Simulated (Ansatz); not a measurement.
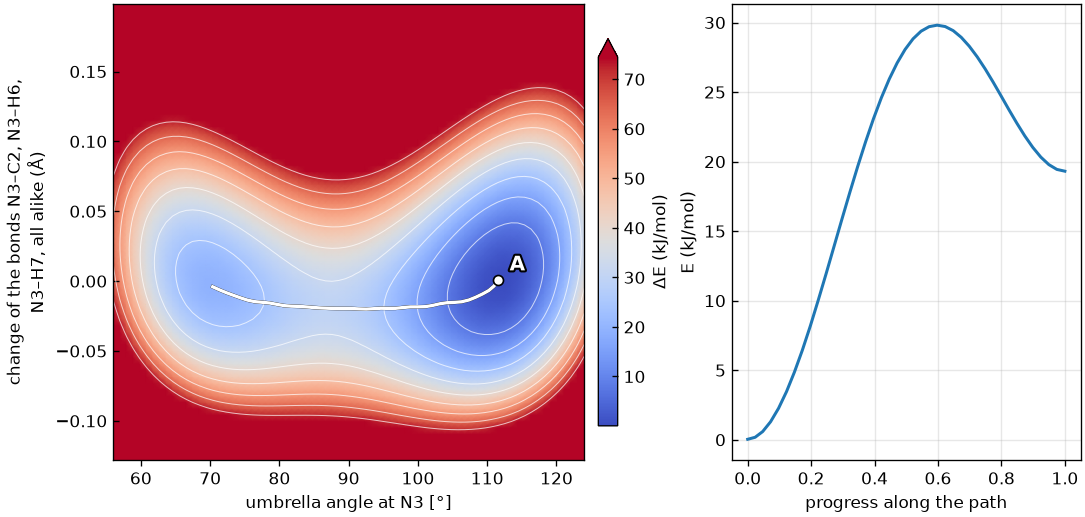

C2H4N, SMILES [CH-]=CN, charge −1. 
- Coordinates scanned: (1) umbrella angle at N3 (between each of its bonds and their common axis; 90 is planar); (2) change of the bonds N3–C2, N3–H6, N3–H7, all alike.
- Nothing is relaxed (all other coordinates rigid).
- Grid: 15 × 15 points.
- Points are written as (first, second).
- All energies are given in kJ/mol relative to the relaxed molecule at the same level.
- All numbers below come from Ansatz, RHF-MP2, frozen core/def2-TZVPD.

The picture shows a smooth colour map with a few white contour lines, a line along the lowest path, one colour for all values above the top of the scale, the energy along the path at the right, the start A. Between grid points the surface is interpolated.

Describe the path and its barrier.

The easiest path leads from the well at about (112°, 0.00 Å) to the well at about (70°, 0.00 Å), about 19 kJ/mol higher. Its highest point lies about 30 kJ/mol above the bottom of the first well on the interpolated surface, at about (87°, −0.02 Å). Seen from the upper well the barrier is about 10 kJ/mol. The start is the relaxed structure and all else is held, so a fully relaxed path at this level can only be lower.
